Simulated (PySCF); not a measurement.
# [BCl2]+ (SMILES Cl[B+]Cl): PBE/STO-6G

What is the vertical singlet–triplet gap of [BCl2]+ at PBE/STO-6G? The job is set up through a Python script.

The results are computed with PySCF 2.14.0.

8 further runs of the same task are left out: 8 set aside as unsound or not needed.

## 1. The structure to begin with

The species is [BCl2]+ (3 atoms), meant as a singlet with charge +1. SMILES: `Cl[B+]Cl`. The coordinates come from a GFN2-xTB relaxation.

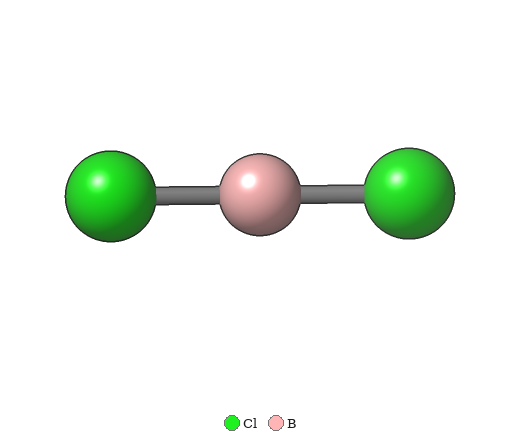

Viewed from a chosen angle; chlorine green, boron pink.

## 2. A single-point energy at PBE/STO-6G

File job.py:

```python
# Cl[B+]Cl
from pyscf import gto, dft

mol = gto.M(
    atom='''
Cl    -2.340199     1.448437    -1.117395
B      0.001398     0.002570     0.001039
Cl     2.338801    -1.451007     1.116337
''',
    charge=1,
    max_memory=1860,
    spin=0,
    unit='bohr',
    verbose=3,
    basis='sto-6g',
)

myscf = dft.RKS(mol)
myscf.xc = 'pbe'
myscf.grids.level = 5
myscf.conv_tol = 1e-10
myscf.kernel()
if not myscf.converged:
    myscf = myscf.newton().run(myscf.mo_coeff, myscf.mo_occ)

energy = myscf.e_tot
print(f'total energy: {energy:.8f} hartree')
```

Command:

```console
$ OMP_NUM_THREADS=1 python job.py
```

The log of the run:

```text
converged SCF energy = -941.308989672781
total energy: -941.30898967 hartree
```

It took 3.3 s on 1 thread of Arm Neoverse V1, shared host; peak memory 0.21 GiB.

## 3. The triplet, same level

File mol.xyz:

```xyz
3
BCl2
Cl    -1.238380     0.766480    -0.591300
B      0.000740     0.001360     0.000550
Cl     1.237640    -0.767840     0.590740
```

File job.py:

```python
from pyscf import gto, dft

mol = gto.M(
    atom='mol.xyz',
    basis='sto-6g',
    verbose=4,
    charge=1,
    spin=2,
    max_memory=1860,
)

mf = dft.UKS(mol, xc='pbe')
mf.conv_tol = 1e-10
mf.grids.level = 5
mf.kernel()
if not mf.converged:
    mf = mf.newton().run(mf.mo_coeff, mf.mo_occ)

etot = mf.e_tot
print('Final energy', etot)
```

Command:

```console
$ OMP_NUM_THREADS=1 python job.py
```

The log of the run:

```text
PySCF version 2.14.0

[INPUT] num. atoms = 3
[INPUT] num. electrons = 38
[INPUT] charge = 1
[INPUT] spin (= nelec alpha-beta = 2S) = 2
[INPUT] symmetry False subgroup None
[INPUT] Mole.unit = angstrom
[INPUT] Symbol           X                Y                Z      unit          X                Y                Z       unit  Magmom
[INPUT]  1 Cl    -1.238380000000   0.766480000000  -0.591300000000 AA   -2.340199038139   1.448437279957  -1.117395057455 Bohr   0.0
[INPUT]  2 B      0.000740000000   0.001360000000   0.000550000000 AA    0.001398397332   0.002570027529   0.001039349369 Bohr   0.0
[INPUT]  3 Cl     1.237640000000  -0.767840000000   0.590740000000 AA    2.338800640807  -1.451007307486   1.116336810826 Bohr   0.0

nuclear repulsion = 105.883521913253
number of shells = 13
number of NR pGTOs = 138
number of NR cGTOs = 23
basis = sto-6g
ecp = {}

******** <class 'pyscf.dft.uks.UKS'> ********
method = UKS
initial guess = minao
damping factor = 0
level_shift factor = 0
DIIS = <class 'pyscf.scf.diis.CDIIS'>
diis_start_cycle = 1
diis_space = 8
diis_damp = 0
SCF conv_tol = 1e-10
SCF conv_tol_grad = None
SCF max_cycles = 50
direct_scf = True
direct_scf_tol = 1e-13
number electrons alpha = 20  beta = 18
XC library pyscf.dft.libxc version 7.0.0
    S. Lehtola, C. Steigemann, M. J.T. Oliveira, and M. A.L. Marques.,  SoftwareX 7, 1–5 (2018)
XC functionals = pbe
    J. P. Perdew, K. Burke, and M. Ernzerhof.,  Phys. Rev. Lett. 77, 3865 (1996)
    J. P. Perdew, K. Burke, and M. Ernzerhof.,  Phys. Rev. Lett. 78, 1396 (1997)
    J. P. Perdew, K. Burke, and M. Ernzerhof.,  Phys. Rev. Lett. 77, 3865 (1996)
    J. P. Perdew, K. Burke, and M. Ernzerhof.,  Phys. Rev. Lett. 78, 1396 (1997)
radial grids:
    Treutler-Ahlrichs [JCP 102, 346 (1995); DOI:10.1063/1.469408] (M4) radial grids

becke partition: Becke, JCP 88, 2547 (1988); DOI:10.1063/1.454033
pruning grids: <function nwchem_prune>
grids dens level: 5
symmetrized grids: False
atomic radii adjust function: <function treutler_atomic_radii_adjust>
small_rho_cutoff = 0
Set gradient conv threshold to 1e-05
tot grids = 129256
init E= -941.75779229356

[... the frontier-level lines of each cycle are left out ...]



cycle= 1 E= -941.047283152698  delta_E= 0.711  |g|= 0.0953  |ddm|= 2.32


cycle= 2 E= -941.045623404771  delta_E= 0.00166  |g|= 0.115  |ddm|= 0.489


cycle= 3 E= -941.055881213223  delta_E= -0.0103  |g|= 0.00918  |ddm|= 0.231


cycle= 4 E= -941.055480915204  delta_E= 0.0004  |g|= 0.0181  |ddm|= 0.0673


cycle= 5 E= -941.055946824374  delta_E= -0.000466  |g|= 0.00295  |ddm|= 0.0604


cycle= 6 E= -941.055959669744  delta_E= -1.28e-05  |g|= 0.00027  |ddm|= 0.0219


cycle= 7 E= -941.055960464678  delta_E= -7.95e-07  |g|= 7.19e-05  |ddm|= 0.0127


cycle= 8 E= -941.055960524533  delta_E= -5.99e-08  |g|= 2.5e-06  |ddm|= 0.00262


cycle= 9 E= -941.055960524548  delta_E= -1.52e-11  |g|= 1.08e-06  |ddm|= 2.62e-05


Extra cycle  E= -941.055960524551  delta_E= -2.5e-12  |g|= 9.01e-07  |ddm|= 3.39e-05
converged SCF energy = -941.055960524551  <S^2> = 2.0022048  2S+1 = 3.0014695
Final energy -941.0559605245506
```

It took 4.5 s on 1 thread of Arm Neoverse V1, shared host; peak memory 0.22 GiB.

## 4. Outcome

Level: PBE/STO-6G.

```
                                        quantity          value
                           singlet: total energy  -941.30899 Eh
                            singlet: HOMO energy      -16.16 eV
                            singlet: LUMO energy       -9.07 eV
                          singlet: HOMO–LUMO gap        7.09 eV
                           triplet: total energy  -941.05596 Eh
     triplet: HOMO energy (highest over α and β)       -8.97 eV
                                   triplet: ⟨S²⟩          2.002
vertical energy of the triplet above the singlet       6.885 eV
```

In words: At this shape the triplet lies 6.89 eV (664 kJ/mol) above the singlet. In a minimal basis such a difference can be off by several eV, whatever the method. Mulliken charges (triplet) run from +0.25 on B2 to +0.37 on Cl1.
